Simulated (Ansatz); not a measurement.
Reaction (SMILES): [CH3] (CH3) → C atom + 3 H atom
B3LYP-D3(BJ)/def2-TZVP geometries, fixed; electronic energies without zero-point terms.

Basis-set convergence of the atomisation energy at CCSD(T) with Ansatz (an electronic-structure program). Cartesian d functions, on some or all atoms, in 6-31G*; all else is spherical. Cores are frozen. Open shells are unrestricted. No added dispersion term, no relativity. Functions are those of the species that has most. Reference: Hartree-Fock in cc-pVQZ plus the correlation part extrapolated as X^-3 from cc-pVTZ and cc-pVQZ, 307.14 kcal/mol, itself unsure by roughly 0.84 kcal/mol (a third of the extrapolation step and of the last Hartree-Fock step). Deviations are taken from unrounded values.

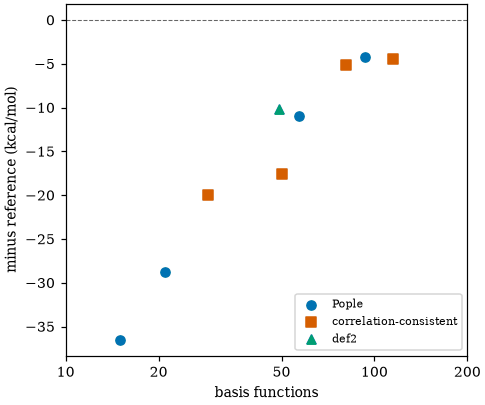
Deviation from the reference against the number of basis functions, by family of sets.

| basis | functions | atomisation energy (kcal/mol) | minus reference (kcal/mol) |
|---|---|---|---|
| 6-31G | 15 | 270.65 | -36.49 |
| 6-31G* | 21 | 278.34 | -28.80 |
| cc-pVDZ | 29 | 287.16 | -19.98 |
| def2-TZVP | 49 | 296.94 | -10.20 |
| aug-cc-pVDZ | 50 | 289.55 | -17.59 |
| 6-311++G(2d,2p) | 57 | 296.16 | -10.98 |
| jun-cc-pV(T+d)Z | 81 | 301.96 | -5.18 |
| 6-311++G(3df,3pd) | 93 | 302.89 | -4.25 |
| aug-cc-pVTZ | 115 | 302.69 | -4.45 |
